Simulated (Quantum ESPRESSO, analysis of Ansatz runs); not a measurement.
## A hop of Mg in MgAl2C2 (P-3m1), charge +2 (Quantum ESPRESSO)

How high is the barrier when Mg changes place in MgAl2C2 (P-3m1)? The case: Mg_i by the interstitialcy path, charge +2, in a cell of 90 host atoms with 1 Mg put in.

Program: Quantum ESPRESSO 7.5. Level of theory: Quantum ESPRESSO plane-wave DFT, PBEsol, GBRV 1.5 PBEsol potentials; nudged elastic band between two relaxed defect structures at fixed charge in a uniform background. Results are calculated unless marked as measured.

**1. The structure**

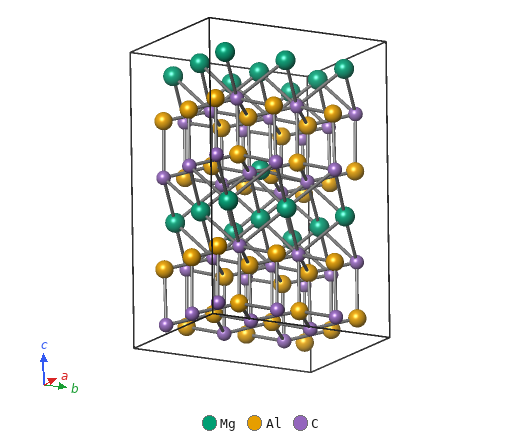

The cell as given, slightly off an axis (magnesium teal, aluminium orange, carbon purple).

The cell holds 91 atoms: 19 Mg, 36 Al and 36 C. Cell: a = 10.125 Å, b = 10.125 Å, c = 11.544 Å, α = 90.0°, β = 90.0°, γ = 120.0°. It derives from MgAl2C2 (space group P-3m1). Nearest the centre at fractional (0.667, 0.667, 0.084): Mg81 at 0.94 Å, Mg91 at 0.98 Å, C84 at 2.01 Å, C74 at 2.03 Å, C44 at 2.04 Å, Al42 at 2.21 Å, Al52 at 2.22 Å, Al82 at 2.24 Å. The cell carries charge +2.

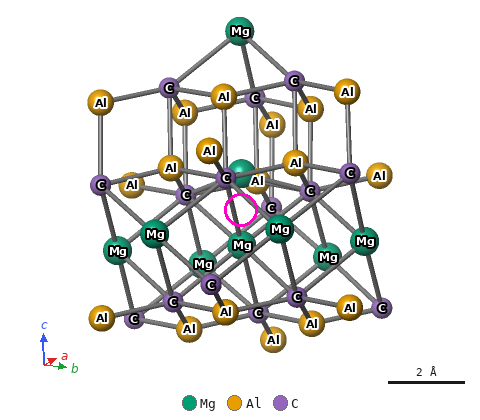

The atoms within 5 Å of the centre. A ring marks the centre wherever it is empty.

The cell's shortest repeat is 10.1 Å.

**2. Relaxation of the start point, charge +2**

The ends come first: from an unrelaxed start the top is counted from too high an energy, and the barrier comes out too low. Small random displacements break the symmetry of the ideal sites, so that the defect can distort if it gains by it. The charge of +2 is set by the electron count, and a uniform background keeps the cell neutral.

Contents of pw.in:

```
&CONTROL
  calculation = 'relax'
  prefix = 'pwscf'
  outdir = './tmp'
  pseudo_dir = './pseudo'
  tprnfor = .true.
  disk_io = 'low'
  nstep = 70
  forc_conv_thr = 0.00078
  etot_conv_thr = 0.0001
/
&SYSTEM
  ibrav = 0
  nat = 91
  ntyp = 3
  ecutwfc = 40
  ecutrho = 324
  nbnd = 224
  occupations = 'fixed'
  tot_charge = 2
  nosym = .true.
/
&ELECTRONS
  conv_thr = 9d-08
  electron_maxstep = 100
  mixing_beta = 0.5
/
&IONS
  ion_dynamics = 'bfgs'
/
ATOMIC_SPECIES
Mg    24.3050 mg_pbesol_v1.4.uspp.F.UPF
Al    26.9815 al_pbesol_v1.uspp.F.UPF
C     12.0110 c_pbesol_v1.2.uspp.F.UPF
CELL_PARAMETERS angstrom
  10.1245332437    0.0000000000    0.0000000000
  -5.0622666219    8.7681028566    0.0000000000
   0.0000000000    0.0000000000   11.5437997057
ATOMIC_POSITIONS crystal
Mg    -0.0033634950   -0.0018820341   -0.0004429083
Al     0.2241954292    0.1140975253    0.1761586640
[... 9 atom lines left out ...]
Al     0.2236920268    0.4425718356    0.1754890233
[... 2 atom lines left out ...]
C      0.2213639643    0.4460639670    0.3636316063
[... 4 atom lines left out ...]
C      0.2216544884    0.4466486311    0.8667362616
Mg    -0.0020839910    0.6677286557    0.0009181644
[... 1 atom line left out ...]
Al     0.1107712582    0.8859049204    0.3242658024
C      0.1143418860    0.8914368531    0.1348584923
[... 3 atom lines left out ...]
Al     0.1090690561    0.8863602069    0.8234253449
[... 4 atom lines left out ...]
Al     0.4454322749    0.2251728290    0.3237933593
C      0.4433641229    0.2221144450    0.1321710875
[... 3 atom lines left out ...]
Al     0.4436817784    0.2205929202    0.8227528871
[... 2 atom lines left out ...]
Mg     0.3349883640    0.3334445121    0.0021860424
Al     0.5553503210    0.4463137648    0.1768958097
Al     0.4431661003    0.5532377942    0.3269464666
C      0.4444326744    0.5530231635    0.1359653720
C      0.5544918622    0.4440476260    0.3629252145
[... 1 atom line left out ...]
Al     0.5568766959    0.4463718771    0.6770865454
Al     0.4466387425    0.5587585421    0.8242861468
[... 1 atom line left out ...]
C      0.5588236149    0.4465031749    0.8660657480
Mg     0.3316349992    0.6656004369   -0.0022479949
Al     0.5559731330    0.7805858539    0.1737556767
Al     0.4467185769    0.8917727497    0.3262305494
C      0.4434529555    0.8855788215    0.1343009502
C      0.5536623177    0.7777895058    0.3673872354
[... 1 atom line left out ...]
Al     0.5558139424    0.7756394163    0.6766236814
Al     0.4436323532    0.8867340422    0.8270428377
[... 1 atom line left out ...]
C      0.5564265890    0.7792937674    0.8677200605
Mg     0.6685073539    0.0008273846    0.0021891622
Al     0.8871824332    0.1079530914    0.1739685584
[... 7 atom lines left out ...]
C      0.8862977899    0.1110364230    0.8667091732
Mg     0.6642207631    0.3308315938    0.0014298473
Al     0.8899119252    0.4458535393    0.1773139869
Al     0.7754760354    0.5565707000    0.3253348629
C      0.7798608188    0.5585780895    0.1357174357
[... 3 atom lines left out ...]
Al     0.7744913343    0.5531089473    0.8248759375
[... 1 atom line left out ...]
C      0.8893467622    0.4468744036    0.8670971788
Mg     0.6673847513    0.6675028323    0.0025062229
Al     0.8914823050    0.7803367487    0.1762460513
Al     0.7798841302    0.8914416652    0.3234678474
C      0.7752801531    0.8872019780    0.1328734701
C      0.8921080063    0.7798904319    0.3661543814
Mg     0.6694919181    0.6694813110    0.4992020408
[... 1 atom line left out ...]
Al     0.7747075357    0.8884875864    0.8256091785
[... 1 atom line left out ...]
C      0.8920546600    0.7787741205    0.8645514488
Mg     0.6681318218    0.6699384534    0.1689542409
K_POINTS gamma
```

On the command line:

```sh
OMP_NUM_THREADS=1 mpirun -n 4 pw.x -in pw.in > pw.out
```

Output:

```text
[shortened: banners, details of potentials and solvers, and blank lines are left out]
     gamma-point specific algorithms are used
     one sub-group per band group will be used
     scalapack distributed-memory algorithm (size of sub-group:  2*  2 procs)
     bravais-lattice index     =            0
     lattice parameter (alat)  =      19.1326  a.u.
     unit-cell volume          =    6915.5389 (a.u.)^3
     number of atoms/cell      =           91
     number of atomic types    =            3
     number of electrons       =       440.00
     number of Kohn-Sham states=          224
     kinetic-energy cutoff     =      40.0000  Ry
     charge density cutoff     =     324.0000  Ry
     scf convergence threshold =      9.0E-08
     mixing beta               =       0.5000
     number of iterations used =            8  plain     mixing
     energy convergence thresh.=      1.0E-04
     force convergence thresh. =      7.8E-04
     Exchange-correlation= SLA  PW   PSX  PSC
                           (   1   4  10   8   0   0   0)
     nstep                     =           70
     crystal axes: (cart. coord. in units of alat)
               a(1) = (   1.000000   0.000000   0.000000 )
               a(2) = (  -0.500000   0.866025   0.000000 )
               a(3) = (   0.000000   0.000000   1.140181 )
     PseudoPot. # 1 for Mg read from file:
     mg_pbesol_v1.4.uspp.F.UPF
     Pseudo is Ultrasoft, Zval = 10.0
[...]
PseudoPot. # 2 for Al read from file:
     al_pbesol_v1.uspp.F.UPF
     Pseudo is Ultrasoft + core correction, Zval =  3.0
[...]
PseudoPot. # 3 for C  read from file:
     c_pbesol_v1.2.uspp.F.UPF
     Pseudo is Ultrasoft + core correction, Zval =  4.0
     atomic species   valence    mass     pseudopotential
     Mg               10.00    24.30500     Mg( 1.00)
     Al                3.00    26.98150     Al( 1.00)
     C                 4.00    12.01100     C ( 1.00)
     No symmetry found
     site n.     atom                  positions (alat units)
         1        Mg     tau(   1) = (  -0.0024225  -0.0016299  -0.0005050  )
         2        Al     tau(   2) = (   0.1671467   0.0988114   0.2008527  )
         3        Al     tau(   3) = (   0.0011744   0.1918447   0.3679495  )
         4        C      tau(   4) = (   0.0003972   0.1931397   0.1506228  )
         5        C      tau(   5) = (   0.1650913   0.0958043   0.4141393  )
         6        Mg     tau(   6) = (   0.0013264   0.0013437   0.5678068  )
         7        Al     tau(   7) = (   0.1639619   0.0960105   0.7683882  )
         8        Al     tau(   8) = (   0.0007393   0.1944347   0.9386199  )
[...]
number of k points=     1
                       cart. coord. in units 2pi/alat
        k(    1) = (   0.0000000   0.0000000   0.0000000), wk =   2.0000000
     Dense  grid:   340365 G-vectors     FFT dimensions: ( 120, 120, 125)
     Smooth grid:   118226 G-vectors     FFT dimensions: (  80,  80,  90)
     starting charge     436.2095, renormalised to     440.0000
     Self-consistent Calculation
     iteration #  1     ecut=    40.00 Ry     beta= 0.50
     total energy              =   -3025.16291356 Ry
     estimated scf accuracy    <      18.98151378 Ry
     iteration #  2     ecut=    40.00 Ry     beta= 0.50
     total energy              =   -3030.49877600 Ry
     estimated scf accuracy    <       1.94141156 Ry
     iteration #  3     ecut=    40.00 Ry     beta= 0.50
     total energy              =   -3030.67021212 Ry
     estimated scf accuracy    <       0.42097738 Ry
[...]
c_bands:  1 eigenvalues not converged
[...]
estimated scf accuracy    <       0.00004824 Ry
     iteration # 10     ecut=    40.00 Ry     beta= 0.50
     total energy              =   -3030.73095585 Ry
     estimated scf accuracy    <       0.00000690 Ry
[... 153 further cycles ...]
     iteration #  8     ecut=    40.00 Ry     beta= 0.50
     total energy              =   -3031.28333448 Ry
     estimated scf accuracy    <          1.6E-09 Ry
     iteration #  9     ecut=    40.00 Ry     beta= 0.50
     End of self-consistent calculation
          k = 0.0000 0.0000 0.0000 ( 14767 PWs)   bands (ev):
   -66.2636 -66.2403 -66.2380 -66.1984 -66.1976 -66.1975 -66.1974 -66.1972
   -66.1970 -66.1936 -66.1931 -66.1929 -66.1928 -66.1926 -66.1917 -66.1617
   -66.1521 -65.9309 -65.9207 -33.3009 -33.3006 -33.2473 -33.2162 -33.2062
   -33.1995 -33.1994 -33.1972 -33.1971 -33.1772 -33.1763 -33.1759 -33.1754
   -33.1749 -33.1743 -33.1727 -33.1719 -33.1715 -33.1709 -33.1705 -33.1696
   -33.1620 -33.1610 -33.1608 -33.1607 -33.1588 -33.1586 -33.1572 -33.1570
   -33.1569 -33.1566 -33.1560 -33.1559 -33.1546 -33.1539 -33.1538 -33.1537
   -33.1535 -33.1527 -33.1523 -33.1523 -33.1496 -33.1492 -33.1489 -33.1478
[...]
highest occupied, lowest unoccupied level (ev):     8.5230   11.0313
!    total energy              =   -3031.28333448 Ry
     estimated scf accuracy    <          2.5E-10 Ry
     The total energy is the sum of the following terms:
     one-electron contribution =   -1877.32148918 Ry
     hartree contribution      =    1078.42445188 Ry
     xc contribution           =    -603.13560529 Ry
     ewald contribution        =   -1629.25069190 Ry
     convergence has been achieved in   9 iterations
     Forces acting on atoms (cartesian axes, Ry/au):
     atom    1 type  1   force =     0.00018974    0.00005656   -0.00028264
     atom    2 type  2   force =    -0.00008238    0.00018835   -0.00046899
     atom    3 type  2   force =     0.00049726   -0.00034863    0.00071028
     atom    4 type  3   force =     0.00036071    0.00002497   -0.00061129
     atom    5 type  3   force =     0.00046724   -0.00026478    0.00003284
     atom    6 type  1   force =     0.00032118   -0.00033898   -0.00003964
     atom    7 type  2   force =    -0.00014777   -0.00005451   -0.00026327
     atom    8 type  2   force =    -0.00003253    0.00008805    0.00012039
[...]
Total force =     0.005289     Total SCF correction =     0.000038
     Energy error            =      7.4E-05 Ry
     Gradient error          =      1.3E-03 Ry/Bohr
     number of scf cycles    =  18
     number of bfgs steps    =  17
     energy             old  =   -3031.2832606375 Ry
     energy             new  =   -3031.2833344842 Ry
     CASE: energy            _new < energy            _old
     new trust radius        =       0.0040195428 bohr
     new conv_thr            =       0.0000000009 Ry
ATOMIC_POSITIONS (crystal)
Mg               0.0047688704        0.0066719814       -0.0063063044
Al               0.2223629938        0.1114788660        0.1744701540
Al               0.1111789007        0.2226159996        0.3236773858
C                0.1114273316        0.2223411161        0.1345555847
C                0.2220724770        0.1117389169        0.3637861034
Mg               0.0064715440        0.0054093469        0.5044223158
Al               0.2230155738        0.1108137624        0.6768856935
Al               0.1106599723        0.2231784565        0.8214073046
[...]
Self-consistent Calculation
     iteration #  1     ecut=    40.00 Ry     beta= 0.50
     total energy              =   -3031.28336572 Ry
     estimated scf accuracy    <       0.00003033 Ry
     iteration #  2     ecut=    40.00 Ry     beta= 0.50
     total energy              =   -3031.28336984 Ry
     estimated scf accuracy    <       0.00001783 Ry
     iteration #  3     ecut=    40.00 Ry     beta= 0.50
     total energy              =   -3031.28337355 Ry
     estimated scf accuracy    <       0.00000431 Ry
[...]
estimated scf accuracy    <       0.00000005 Ry
     iteration #  6     ecut=    40.00 Ry     beta= 0.50
     total energy              =   -3031.28337431 Ry
     estimated scf accuracy    <       0.00000002 Ry
     iteration #  7     ecut=    40.00 Ry     beta= 0.50
     total energy              =   -3031.28337431 Ry
     estimated scf accuracy    <          3.3E-09 Ry
     iteration #  8     ecut=    40.00 Ry     beta= 0.50
     End of self-consistent calculation
          k = 0.0000 0.0000 0.0000 ( 14767 PWs)   bands (ev):
   -66.2617 -66.2421 -66.2363 -66.1972 -66.1963 -66.1961 -66.1959 -66.1959
   -66.1955 -66.1945 -66.1940 -66.1940 -66.1939 -66.1935 -66.1928 -66.1576
   -66.1530 -65.9326 -65.9214 -33.2991 -33.2990 -33.2457 -33.2166 -33.2053
   -33.2013 -33.2012 -33.1955 -33.1954 -33.1760 -33.1750 -33.1746 -33.1741
   -33.1737 -33.1737 -33.1730 -33.1729 -33.1725 -33.1719 -33.1714 -33.1707
   -33.1606 -33.1598 -33.1594 -33.1593 -33.1579 -33.1576 -33.1574 -33.1572
   -33.1570 -33.1569 -33.1559 -33.1557 -33.1548 -33.1547 -33.1537 -33.1533
   -33.1532 -33.1526 -33.1522 -33.1510 -33.1506 -33.1503 -33.1499 -33.1488
[...]
highest occupied, lowest unoccupied level (ev):     8.5229   11.0312
!    total energy              =   -3031.28337431 Ry
     estimated scf accuracy    <          8.7E-10 Ry
     The total energy is the sum of the following terms:
     one-electron contribution =   -1877.35704736 Ry
     hartree contribution      =    1078.44349554 Ry
     xc contribution           =    -603.13562007 Ry
     ewald contribution        =   -1629.23420242 Ry
     convergence has been achieved in   8 iterations
     Forces acting on atoms (cartesian axes, Ry/au):
     atom    1 type  1   force =     0.00004702   -0.00004581   -0.00000631
     atom    2 type  2   force =    -0.00004429    0.00009072   -0.00044326
     atom    3 type  2   force =     0.00060222   -0.00037957    0.00049617
     atom    4 type  3   force =     0.00036315    0.00011545   -0.00026282
     atom    5 type  3   force =     0.00034799   -0.00012761   -0.00018045
     atom    6 type  1   force =     0.00016643   -0.00025959    0.00016798
     atom    7 type  2   force =    -0.00041218    0.00007475   -0.00006407
     atom    8 type  2   force =     0.00007632    0.00007140    0.00002309
[...]
Total force =     0.003924     Total SCF correction =     0.000088
     Energy error            =      4.0E-05 Ry
     Gradient error          =      7.7E-04 Ry/Bohr
     bfgs converged in  19 scf cycles and  18 bfgs steps
     (criteria: energy <  1.0E-04 Ry, force <  7.8E-04 Ry/Bohr)
     End of BFGS Geometry Optimization
     Final energy             =   -3031.2833743118 Ry
Begin final coordinates
ATOMIC_POSITIONS (crystal)
Mg               0.0047688704        0.0066719814       -0.0063063044
Al               0.2223629938        0.1114788660        0.1744701540
Al               0.1111789007        0.2226159996        0.3236773858
C                0.1114273316        0.2223411161        0.1345555847
C                0.2220724770        0.1117389169        0.3637861034
Mg               0.0064715440        0.0054093469        0.5044223158
Al               0.2230155738        0.1108137624        0.6768856935
Al               0.1106599723        0.2231784565        0.8214073046
[...]
End final coordinates
   JOB DONE.
```

It took 13 min on 4 MPI ranks of Arm Neoverse V2, shared host; peak memory 1.9 GiB.

Relaxation path:

| step | energy less that of the first step (eV) |
| --- | --- |
| 0 | 0.0000 |
| 1 | -4.9619 |
| 2 | -5.9857 |
| 3 | -6.4956 |
| 4 | -6.6858 |
| 5 | -6.8738 |
| 6 | -7.0986 |
| 7 | -7.2560 |
| 8 | -7.3506 |
| 9 | -7.4268 |
| 10 | -7.4598 |
| 11 | -7.4855 |
| 12 | -7.4972 |
| 13 | -7.5054 |
| 14 | -7.5100 |
| 15 | -7.5129 |
| 16 | -7.5145 |
| 17 | -7.5155 |
| 18 | -7.5160 |

The atoms that moved most (Å):

| atom | dx | dy | dz | length |
| --- | --- | --- | --- | --- |
| Mg91 | 0.002 | -0.026 | 0.921 | 0.922 |
| Al42 | 0.012 | -0.185 | -0.123 | 0.222 |
| Al73 | 0.177 | -0.090 | 0.076 | 0.213 |
| Al82 | 0.135 | 0.067 | -0.116 | 0.190 |
| Al83 | -0.009 | 0.152 | 0.098 | 0.180 |
| Al52 | -0.139 | 0.064 | -0.088 | 0.176 |
| Al43 | -0.146 | -0.062 | 0.058 | 0.169 |
| C55 | 0.052 | -0.016 | -0.127 | 0.138 |

Neighbours of Mg91 at the end:

| atom | distance (Å) |
| --- | --- |
| C44 | 2.278 |
| C74 | 2.279 |
| C55 | 2.279 |
| C45 | 2.279 |
| C84 | 2.279 |
| C85 | 2.280 |
| Al42 | 2.324 |
| Al82 | 2.324 |
| Al52 | 2.325 |
| Al43 | 2.326 |
| Al83 | 2.327 |
| Al73 | 2.327 |

This step gave:

* highest filled level: 8.523 eV
* lowest empty level: 11.03 eV
* r.m.s. move of the farther half of the atoms: 0.03474 Å
* largest move from the ideal geometry of this structure, a common shift of the far atoms taken out: 0.9394 Å

The relaxation gained 7.516 eV and ended with a largest force component of 0.020 eV/Å.

(Part 1 of 3 ends here.)

[Logs are printed without paths, hosts, clocks, repeated set-up lines and the standing remarks that a program may print on its own settings, such as how far it seeks lower states.]

[Hosts, paths, dates, database ids (printed as entryN), source tags and the programs' standing remarks are cut or masked in the printed files.]
